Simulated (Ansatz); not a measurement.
**CH3FOSSi: density, localisation and related maps**

Input

```
crystal:
  periodic: [false, false, false]
  atoms:
    - {symbol: O, position_ang: [1.362918, -0.273173, -1.002254]}
    - {symbol: C, position_ang: [0.353080, 0.410723, -0.372659]}
    - {symbol: S, position_ang: [0.480317, 0.570262, 1.554006]}
    - {symbol: Si, position_ang: [-0.951464, -0.502752, 0.536630]}
    - {symbol: F, position_ang: [-2.452995, 0.017018, 0.496604]}
    - {symbol: H, position_ang: [2.140622, 0.290532, -1.070298]}
    - {symbol: H, position_ang: [0.145622, 1.402711, -0.771948]}
    - {symbol: H, position_ang: [-0.985899, -1.972423, 0.574021]}
basis:
  gaussian: {orbitals: def2-TZVPP}
hamiltonian: {xc: pbe0, dispersion: d4}
output: {orbitals: {seedname: orbitals}}
```

Run with:

```sh
ansatz run in.yaml --threads 2 --pin off --events-out ev --progress --plain --max-ram 4352MiB
```

Geometry: PBE0-D4/def2-TZVP.

Theory: RKS PBE0-D4/def2-TZVPP (Ansatz 0.2.0).

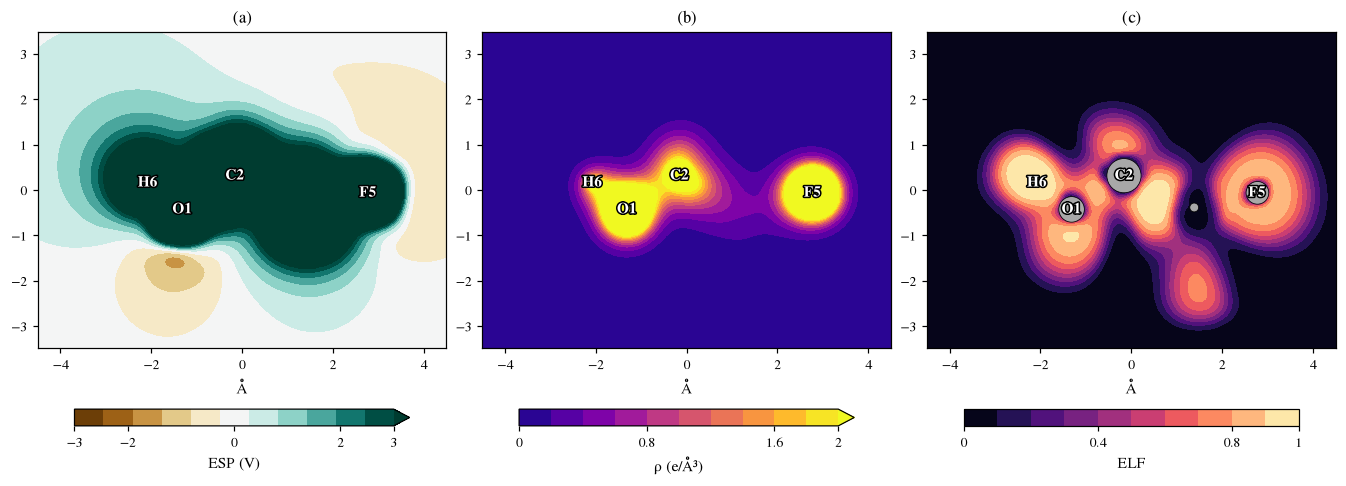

Figure 1. (a) electrostatic potential; (b) total electron density; (c) ELF on the plane of atoms C2, O1 and H6. Grey discs cover the atomic cores in the ELF map.

Q: What does the map show?

A: Atoms in the plane: O, C, F and H. C–O (1.37 Å): the density is about 2.3 e/Å³ at the midpoint, with its minimum of 1.9 e/Å³ about 0.5 Å from C; the ELF peaks at about 0.90 between the atoms, as expected for a shared but strongly polarised pair. O–H (0.96 Å): ρ is about 3.8 e/Å³ halfway; the ELF climbs to about 1 towards the hydrogen, as it does in any bond to H (an ordinary covalent bond to hydrogen). The ELF also peaks beside O1 and F5, away from the bonds: lone-pair regions. Outside the dense part of the molecule the potential is most negative (−1.5 V) near O1.

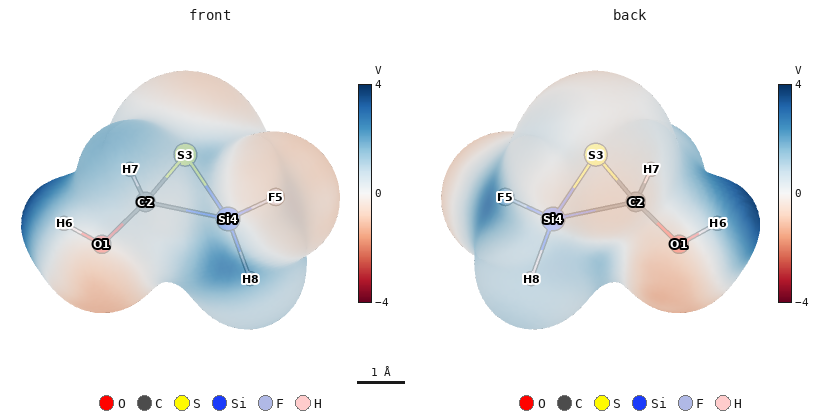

Figure 2. The molecular electrostatic potential painted on the density surface at 0.004 e/bohr³, seen from the front and from behind; the colour scale runs from red (negative) to blue (positive).

Q: Where is the surface potential most negative and most positive?

A: The most negative region (about −1.2 V) lies over O1, the most positive (about +3.6 V) over H6. O1 is the likeliest acceptor of a hydrogen bond.

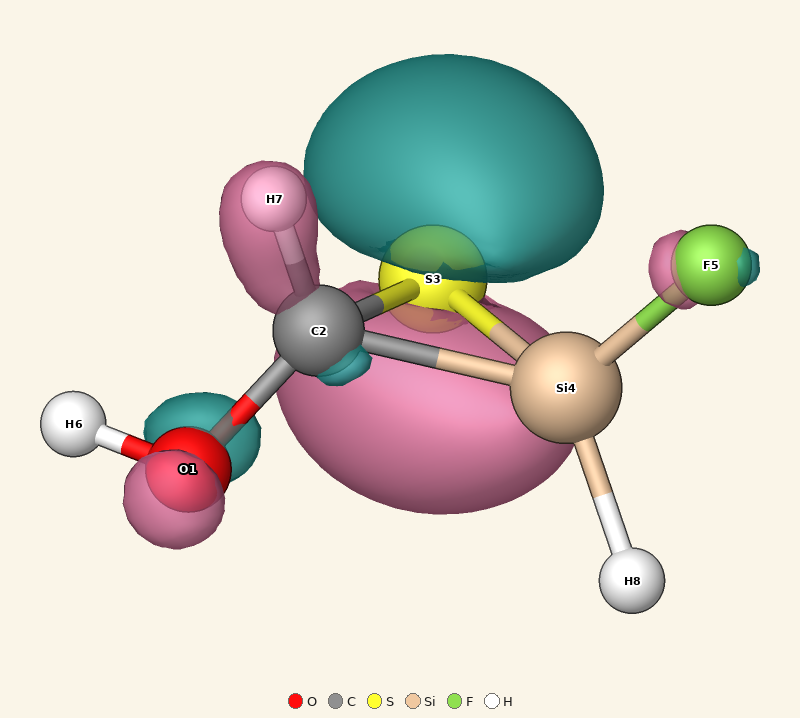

Figure 3. The HOMO at ±0.15 Å⁻³ᐟ² (teal and pink are the two phases), seen across its widest extent.

Q: Where does this orbital lie, and at what energy?

A: Its weight (Hirshfeld) is mainly on S3 (about 75 %) and Si4 (about 10 %); largely a lone pair of S3. Its energy is −7.55 eV.
